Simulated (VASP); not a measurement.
Band structure of PbF2 (fluorite). These are vdW-DF-cx, VASP's PBE PAW potentials (set 64) (plane waves; VASP) values and carry that method's errors.

Unless said otherwise, spin-orbit coupling is left out, though it shifts the bands of the heavy elements here.

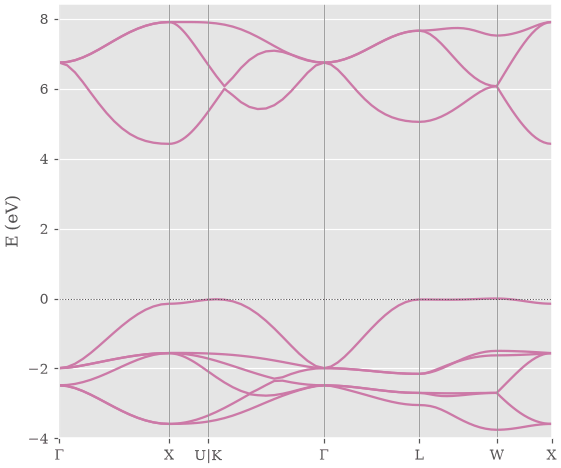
Bands along high-symmetry lines, zero at the valence-band maximum or, without a gap, the Fermi level

Problem. Read the plot: is there a gap, and where are the band edges?

Solution. The gap is indirect, 4.42 eV, from the valence maximum at W to the conduction minimum at X. (Edges off the drawn lines would not show.)

The compound is PbF2 in the fluorite structure, the β form. It was relaxed first.
